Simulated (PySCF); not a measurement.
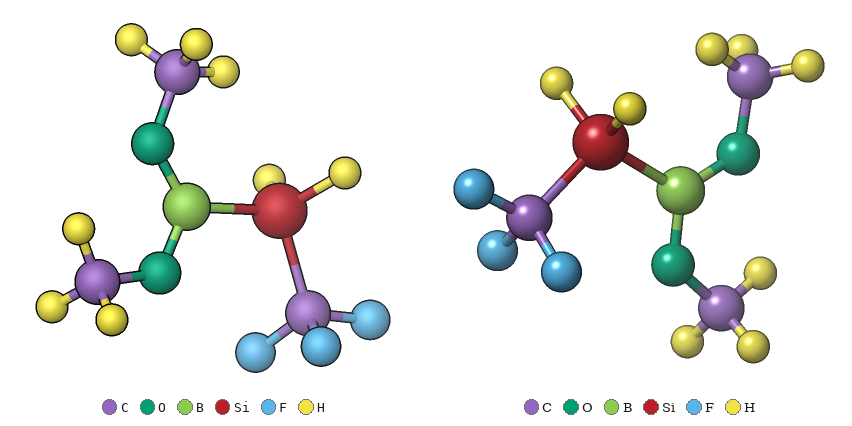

The same structure drawn twice, from different directions.

What is the molecular formula?

C3H8BF3O2Si, 18 atoms: 3 carbon, 8 hydrogen, 1 boron, 3 fluorine, 2 oxygen and 1 silicon.

Does it have rings?

It has no ring.

Name some functional groups or characteristic bonds that it holds.

Among them: C–F bond, Si–H bond.

Write the SMILES.

COB(OC)[SiH2]C(F)(F)F

The parts below concern this one geometry. Atoms keep their numbers from picture to picture. Computed geometry: PBE0-D3(BJ)/def2-SVP optimisation. No frequency run is at hand to confirm it as a minimum.

### Geometry

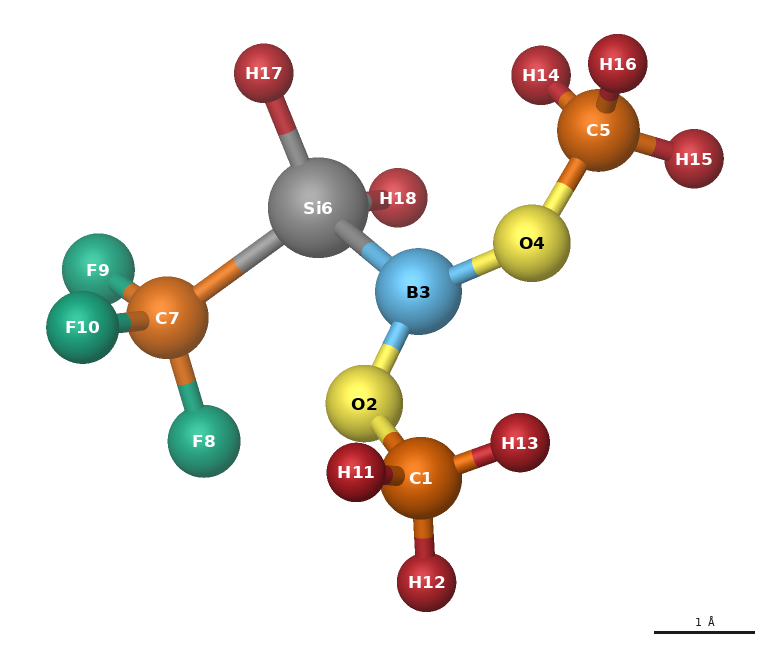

Numbered structure. No frequency run is at hand to confirm it as a minimum.

List the bonds and their lengths. Leave out bonds to hydrogen.

| bond | length (Å) | order |
| --- | --- | --- |
| C1–O2 | 1.410 | single |
| O2–B3 | 1.348 | single |
| B3–O4 | 1.356 | single |
| B3–Si6 | 2.038 | single |
| O4–C5 | 1.400 | single |
| Si6–C7 | 1.936 | single |
| C7–F8 | 1.342 | single |
| C7–F9 | 1.343 | single |
| C7–F10 | 1.342 | single |

### Dipole moment

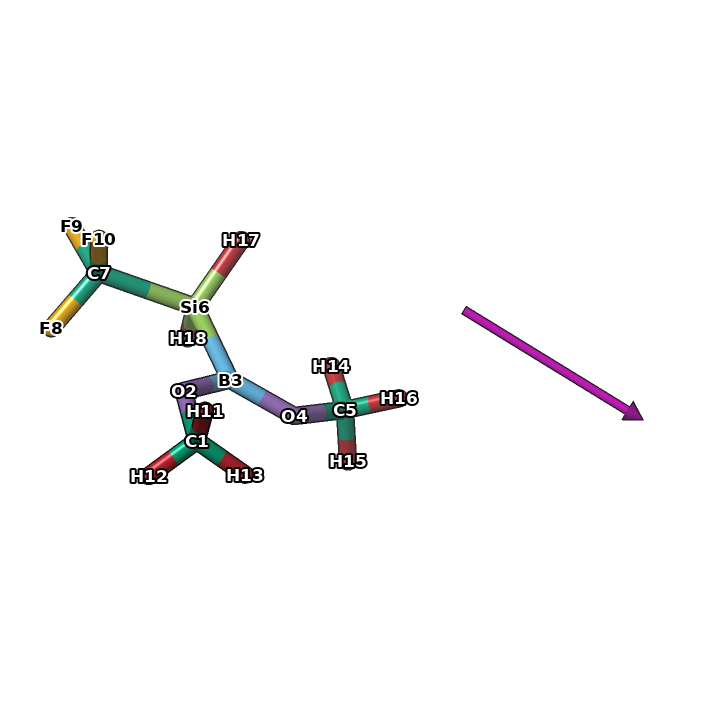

The arrow beside the molecule shows the direction of the dipole moment, from the negative to the positive end (its length means nothing). No frequency run is at hand to confirm it as a minimum. Method: PBE0/pcSseg-1, gas phase (PySCF 2.14.0).

Estimate the dipole moment.

4.32 D; it points from the side of F9 to the side of H16 (the outermost atoms at the two ends).

### Charges

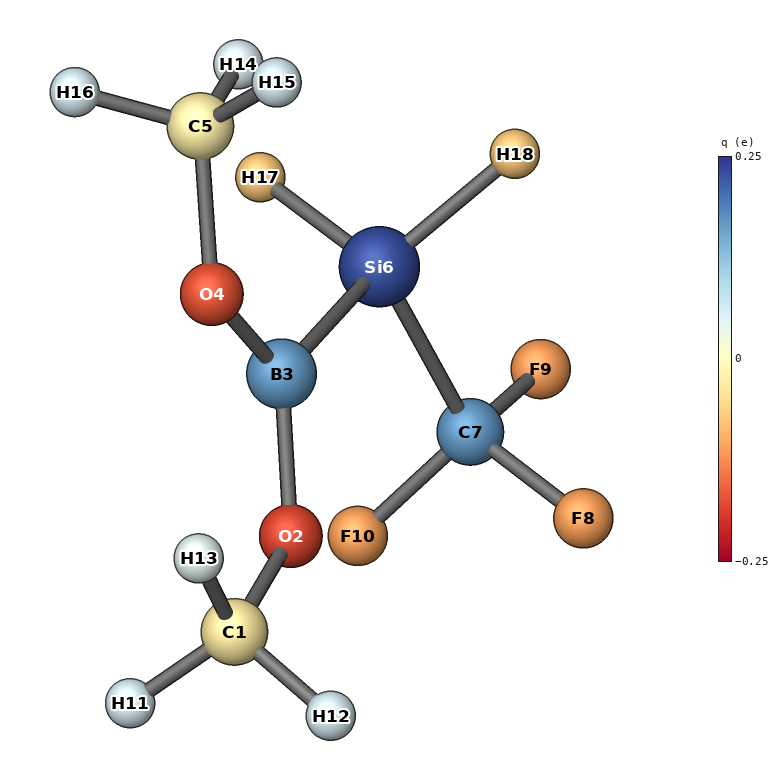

Atoms are coloured by their Hirshfeld charges. No frequency run is at hand to confirm it as a minimum. Level of theory: PBE0/pcSseg-1 in chloroform (IEF-PCM) (PySCF 2.14.0).

List the Hirshfeld charges.

```json
{"atom": "C1", "value (e)": "−0.03"}
{"atom": "O2", "value (e)": "−0.18"}
{"atom": "B3", "value (e)": "0.16"}
{"atom": "O4", "value (e)": "−0.17"}
{"atom": "C5", "value (e)": "−0.02"}
{"atom": "Si6", "value (e)": "0.23"}
{"atom": "C7", "value (e)": "0.16"}
{"atom": "F8", "value (e)": "−0.11"}
{"atom": "F9", "value (e)": "−0.11"}
{"atom": "F10", "value (e)": "−0.11"}
{"atom": "H11", "value (e)": "0.05"}
{"atom": "H12", "value (e)": "0.05"}
{"atom": "H13", "value (e)": "0.04"}
{"atom": "H14", "value (e)": "0.05"}
{"atom": "H15", "value (e)": "0.06"}
{"atom": "H16", "value (e)": "0.06"}
{"atom": "H17", "value (e)": "−0.07"}
{"atom": "H18", "value (e)": "−0.07"}
```

### NMR shielding

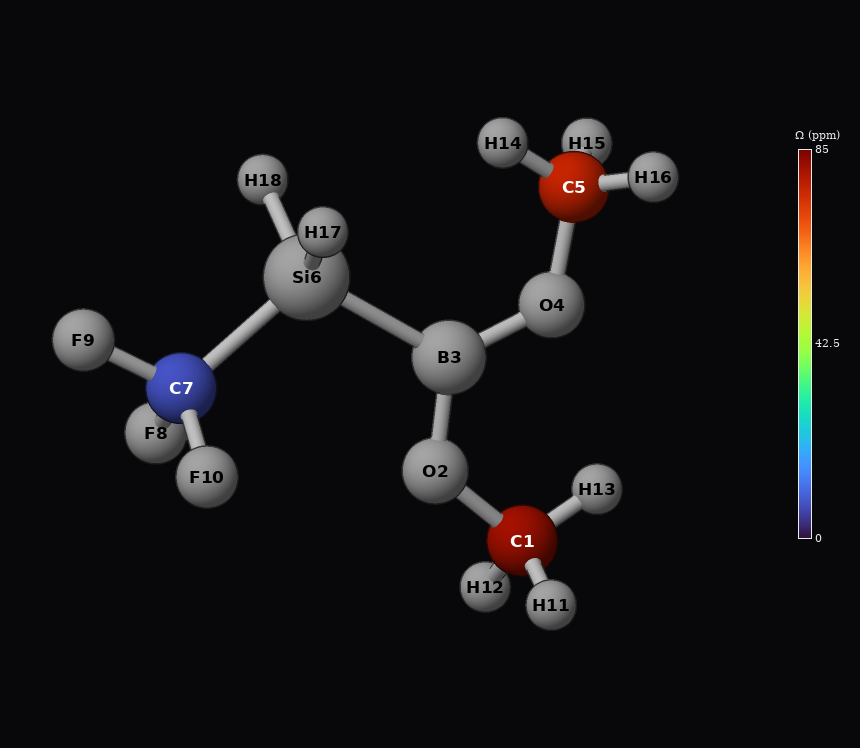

The C atoms are coloured by the span of their shielding tensor. No frequency run is at hand to confirm it as a minimum. Properties computed with GIAO KT3/pcSseg-1 NMR shielding, non-relativistic, gas phase (PySCF 2.14.0). Principal shieldings σ11 ≤ σ22 ≤ σ33, span Ω = σ33 − σ11, skew κ = 3(σiso − σ22)/Ω.

Give the shielding tensors of the C atoms.

```tsv
atom	σ11	σ22	σ33	σiso	Ω	κ
C1	98.7	115.6	180.0	131.4	81.3	0.58
C5	100.4	102.1	177.4	126.7	77.0	0.96
C7	44.9	49.5	52.4	48.9	7.5	−0.22
```

Shieldings and span in ppm.
